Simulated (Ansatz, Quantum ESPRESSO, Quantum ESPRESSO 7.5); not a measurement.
# Evanescent states of C, diamond type, lattice constant set to 3.677 Å

Wanted: the complex band structure of C, diamond type, lattice constant set to 3.677 Å, as for a tunnel barrier.

Program: Quantum ESPRESSO 7.5. Level of theory: plane-wave DFT, PBE, GBRV ultrasoft pseudopotentials (cross-check by Ansatz 0.2.0 with PAW datasets). Results are calculated unless marked as measured.

**1. The starting structure**

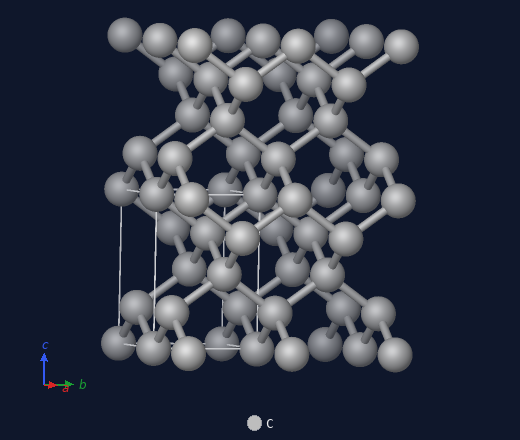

The cell as given, from the side, with the c axis up (carbon light grey). 2×2×2 cells are drawn. Some periodic images of atoms are drawn too.

**2. SCF with pw.x**

pwcond needs a cell whose third axis lies along the current and stands perpendicular to the other two.

Contents of scf.in:

```
&control
  prefix = 'scf'
  outdir = './out'
  pseudo_dir = './pseudo'
  calculation = 'scf'
  tprnfor = .true.
/
&system
  ibrav = 0
  nat = 4
  ntyp = 1
  ecutwfc = 40
  ecutrho = 200
  occupations = 'fixed'
  nbnd = 12
/
&electrons
  conv_thr = 1e-09
  mixing_beta = 0.6
  electron_maxstep = 120
/
ATOMIC_SPECIES
  C   12.0110  c_pbe_v1.2.uspp.F.UPF
CELL_PARAMETERS angstrom
  2.60003163442294 0.00000000000000 0.00000000000000
  0.00000000000000 2.60003163442294 0.00000000000000
  0.00000000000000 0.00000000000000 3.67700000000000
ATOMIC_POSITIONS crystal
  C   0.000000000000 0.000000000000 0.000000000000
  C   0.500000000000 0.000000000000 0.250000000000
  C   0.500000000000 0.500000000000 0.500000000000
  C   0.000000000000 0.500000000000 0.750000000000
K_POINTS automatic
  8 8 6 0 0 0
```

Launch:

```bash
$ OMP_NUM_THREADS=1 mpirun -n 2 pw.x -nk 2 -in scf.in > scf.out
```

The program printed:

```text
Program PWSCF v.7.5 starts
[citation notice left out]

     Parallel version (MPI & OpenMP), running on       2 processor cores
     Number of MPI processes:                 2
     Threads/MPI process:                     1

     MPI processes distributed on     1 nodes
[...]
Current dimensions of program PWSCF are:
     Max number of different atomic species (ntypx) = 10
     Max number of k-points (npk) =  40000
     Max angular momentum in pseudopotentials (lmaxx) =  4
     Found identity + ( -0.5000 -0.5000 -0.5000) symmetry
     This is a supercell, fractional translations are disabled
     Message from routine setup:
     using ibrav=0 with symmetry is DISCOURAGED, use correct ibrav instead

     K-points division:     npool     =       2
     Subspace diagonalization in iterative solution of the eigenvalue problem:
     a serial algorithm will be used

     G-vector sticks info
     --------------------
     sticks:   dense  smooth     PW     G-vecs:    dense   smooth      PW
     Sum         385     301    101                 7999     5711    1093

     Using Slab Decomposition

     bravais-lattice index     =            0
     lattice parameter (alat)  =       4.9133  a.u.
     unit-cell volume          =     167.7442 (a.u.)^3
     number of atoms/cell      =            4
     number of atomic types    =            1
     number of electrons       =        16.00
     number of Kohn-Sham states=           12
     kinetic-energy cutoff     =      40.0000  Ry
     charge density cutoff     =     200.0000  Ry
     scf convergence threshold =      1.0E-09
     mixing beta               =       0.6000
     number of iterations used =            8  plain     mixing
     Exchange-correlation= SLA  PW   PBE  PBE
                           (   1   4   3   4   0   0   0)

     celldm(1)=   4.913348  celldm(2)=   0.000000  celldm(3)=   0.000000
     celldm(4)=   0.000000  celldm(5)=   0.000000  celldm(6)=   0.000000

     crystal axes: (cart. coord. in units of alat)
               a(1) = (   1.000000   0.000000   0.000000 )
               a(2) = (   0.000000   1.000000   0.000000 )
               a(3) = (   0.000000   0.000000   1.414214 )

     reciprocal axes: (cart. coord. in units 2 pi/alat)
               b(1) = (  1.000000  0.000000  0.000000 )
               b(2) = (  0.000000  1.000000  0.000000 )
               b(3) = (  0.000000  0.000000  0.707107 )

     PseudoPot. # 1 for C  read from file:
     ./pseudo/c_pbe_v1.2.uspp.F.UPF
     Pseudo is Ultrasoft + core correction, Zval =  4.0
     Generated by new atomic code, or converted to UPF format
     Using radial grid of  721 points,  4 beta functions with:
                l(1) =   0
                l(2) =   0
                l(3) =   1
                l(4) =   1
     Q(r) pseudized with  8 coefficients,  rinner =    1.100   1.100   1.100

     atomic species   valence    mass     pseudopotential
     C                 4.00    12.01100     C ( 1.00)

      8 Sym. Ops. (no inversion) found

   Cartesian axes

     site n.     atom                  positions (alat units)
         1        C      tau(   1) = (   0.0000000   0.0000000   0.0000000  )
         2        C      tau(   2) = (   0.5000000   0.0000000   0.3535534  )
         3        C      tau(   3) = (   0.5000000   0.5000000   0.7071068  )
         4        C      tau(   4) = (   0.0000000   0.5000000   1.0606602  )

     number of k points=    60
                       cart. coord. in units 2pi/alat
        k(    1) = (   0.0000000   0.0000000   0.0000000), wk =   0.0052083
        k(    2) = (   0.0000000   0.0000000   0.1178511), wk =   0.0104167
        k(    3) = (   0.0000000   0.0000000   0.2357023), wk =   0.0104167
        k(    4) = (   0.0000000   0.0000000  -0.3535534), wk =   0.0052083
        k(    5) = (   0.0000000   0.1250000   0.0000000), wk =   0.0208333
        k(    6) = (   0.0000000   0.1250000   0.1178511), wk =   0.0416667
        k(    7) = (   0.0000000   0.1250000   0.2357023), wk =   0.0416667
        k(    8) = (   0.0000000   0.1250000  -0.3535534), wk =   0.0208333
        k(    9) = (   0.0000000   0.2500000   0.0000000), wk =   0.0208333
        k(   10) = (   0.0000000   0.2500000   0.1178511), wk =   0.0416667
[...]
k(   60) = (  -0.5000000  -0.5000000  -0.3535534), wk =   0.0052083

     Dense  grid:     7999 G-vectors     FFT dimensions: (  24,  24,  32)

     Smooth grid:     5711 G-vectors     FFT dimensions: (  20,  20,  27)

     Estimated max dynamical RAM per process >      12.62 MB

     Estimated total dynamical RAM >      23.28 MB

     Initial potential from superposition of free atoms

     starting charge      15.9998, renormalised to      16.0000
     Starting wfcs are   16 randomized atomic wfcs

     total cpu time spent up to now is        0.4 secs

     per-process dynamical memory:    12.7 Mb

     Self-consistent Calculation

     iteration #  1     ecut=    40.00 Ry     beta= 0.60
     Davidson diagonalization with overlap
     ethr =  1.00E-02,  avg # of iterations =  2.4

     total cpu time spent up to now is        0.9 secs

     total energy              =     -45.89995901 Ry
     estimated scf accuracy    <       0.18371778 Ry

     iteration #  2     ecut=    40.00 Ry     beta= 0.60
[...]
total energy              =     -45.90487509 Ry
     estimated scf accuracy    <       0.01408446 Ry

     iteration #  3     ecut=    40.00 Ry     beta= 0.60
[...]
total energy              =     -45.90612268 Ry
     estimated scf accuracy    <       0.00019266 Ry

     iteration #  4     ecut=    40.00 Ry     beta= 0.60
[...]
total energy              =     -45.90615413 Ry
     estimated scf accuracy    <       0.00000221 Ry

     iteration #  5     ecut=    40.00 Ry     beta= 0.60
[...]
total energy              =     -45.90615517 Ry
     estimated scf accuracy    <       0.00000006 Ry

     iteration #  6     ecut=    40.00 Ry     beta= 0.60
[...]
total energy              =     -45.90615520 Ry
     estimated scf accuracy    <          1.5E-09 Ry

     iteration #  7     ecut=    40.00 Ry     beta= 0.60
[...]
End of self-consistent calculation

          k = 0.0000 0.0000 0.0000 (   681 PWs)   bands (ev):

    -8.5107  -0.3728  -0.3728   5.9934   5.9934  11.7590  11.7590  11.7590
    16.3407  16.3407  17.1016  17.1017

          k = 0.0000 0.0000 0.1179 (   698 PWs)   bands (ev):

    -8.2704  -2.7251   2.1992   6.2240   6.2240  10.9417  10.9417  11.1391
    15.8003  16.9098  17.4416  18.1171

          k = 0.0000 0.0000 0.2357 (   706 PWs)   bands (ev):

    -7.5530  -4.7476   4.8353   6.9062   6.9062   9.4275   9.4275   9.5352
    15.7222  16.4579  19.1613  20.2082

          k = 0.0000 0.0000-0.3536 (   702 PWs)   bands (ev):

    -6.3708  -6.3708   7.3472   7.3472   8.0030   8.0030   8.0030   8.0030
    15.9916  15.9916  21.3489  21.3490

          k = 0.0000 0.1250 0.0000 (   698 PWs)   bands (ev):

    -8.2404  -0.3294  -0.1263   4.8486   6.2135  10.4201  10.7952  11.5912
    16.5610  17.3710  17.8137  18.0801

          k = 0.0000 0.1250 0.1179 (   703 PWs)   bands (ev):

    -8.0010  -2.5101   2.1394   5.2186   6.4378   9.0944  10.8847  11.1599
    16.5190  17.8279  18.2293  18.3755

[...]
highest occupied, lowest unoccupied level (ev):    11.7590   15.7104

!    total energy              =     -45.90615520 Ry
     estimated scf accuracy    <          2.2E-10 Ry

     The total energy is the sum of the following terms:
     one-electron contribution =      14.10142320 Ry
     hartree contribution      =       4.05812656 Ry
     xc contribution           =     -14.45011371 Ry
     ewald contribution        =     -49.61559124 Ry

     convergence has been achieved in   7 iterations

     Forces acting on atoms (cartesian axes, Ry/au):

     atom    1 type  1   force =     0.00000000    0.00000000    0.00000000
     atom    2 type  1   force =     0.00000000    0.00000000   -0.00000024
     atom    3 type  1   force =     0.00000000    0.00000000    0.00000000
     atom    4 type  1   force =     0.00000000    0.00000000    0.00000024

     Total force =     0.000000     Total SCF correction =     0.000003
     SCF correction compared to forces is large: reduce conv_thr to get better values

[...]
=------------------------------------------------------------------------------=
   JOB DONE.
=------------------------------------------------------------------------------=
```

Run time: 4.6 s. Hardware: 2 MPI ranks of Arm Neoverse N1, shared host; peak memory 0.1 GiB; 8.3 s of CPU time.

Read from the output:

* free energy: -624.5851 eV
* valence top, on the run's zero: 11.76 eV
* conduction bottom, on the run's zero: 15.71 eV
* gap by band count: 3.951 eV

The run needed 7 iterations to bring the estimated error under 1e-09 Ry.

(Part 1 of 3 ends here.)

[Logs are printed without paths, hosts, clocks, repeated set-up lines and the standing remarks that a program may print on its own settings, such as how far it seeks lower states.]

[Hosts, paths, dates, database ids (printed as entryN), source tags and the programs' standing remarks are cut or masked in the printed files.]

[Maps of the electrostatic potential energy from Ansatz leave out the sawtooth potential of an applied field or a dipole correction, so their vacuum need not be flat; planar profiles and work functions include it.]
